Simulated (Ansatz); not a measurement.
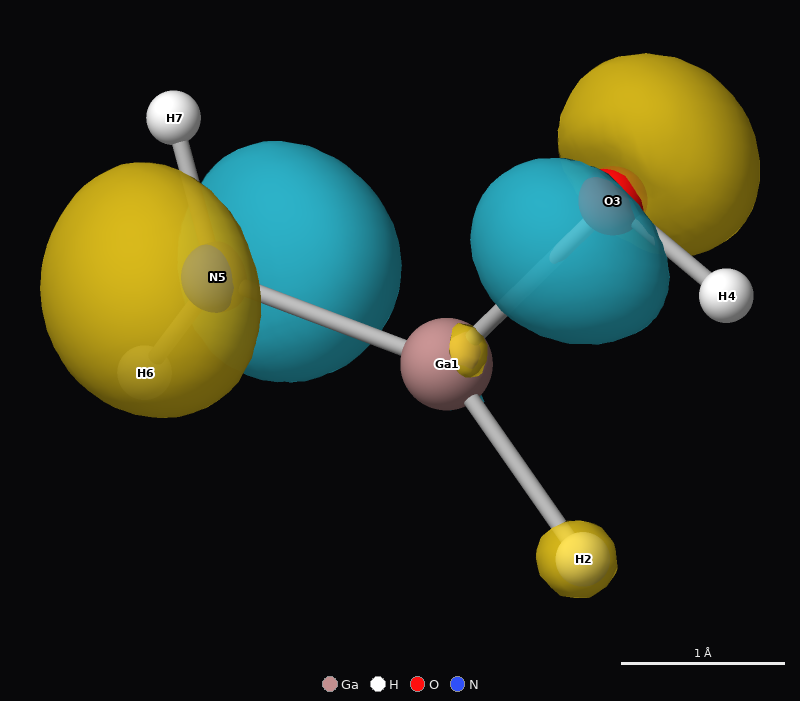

The picture shows: GaH4NO. The HOMO at ±0.2 Å⁻³ᐟ² (yellow and cyan are the two phases), seen at an oblique angle.

Not at a stationary point (largest force 1.7 eV/Å).

Theory: RKS B3LYP/def2-SVP in Ansatz 0.2.0.

```xyz
7

Ga    0.0312   -0.2269    0.1457
H     0.6188   -0.5765    1.5330
O     1.7208   -0.0207   -0.3813
H     2.2684   -0.3260    0.3530
N    -1.4585    0.0819   -0.8156
H    -2.3854   -0.2015   -0.5108
H    -1.4332    0.3178   -1.8055
```

### Describe this orbital and give its energy.

Its weight (Hirshfeld) is mainly on N5 (about 45 %), O3 (about 35 %) and Ga1 (about 10 %); largely a combination of lone pairs on N5 and O3. Its energy is −7.08 eV.
